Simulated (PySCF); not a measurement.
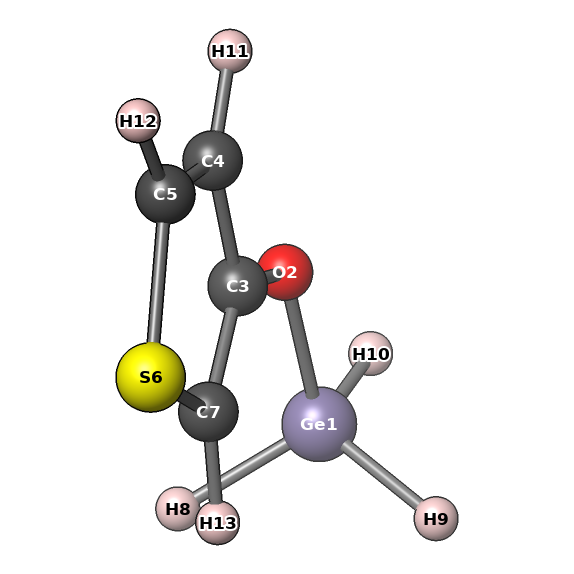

O2 lies behind C3. The molecule seen a little off the C3–O2 bond, C3 in front. Distant atoms are faded towards the background colour. Computed geometry: PBE0-D3(BJ)/def2-SVP optimisation. No frequency run is at hand to confirm it as a minimum.

Q: What is the torsion angle C4–C3–O2–Ge1? The sign is positive where the front bond must turn clockwise to cover the back bond.

A: 180°, antiperiplanar (anti).
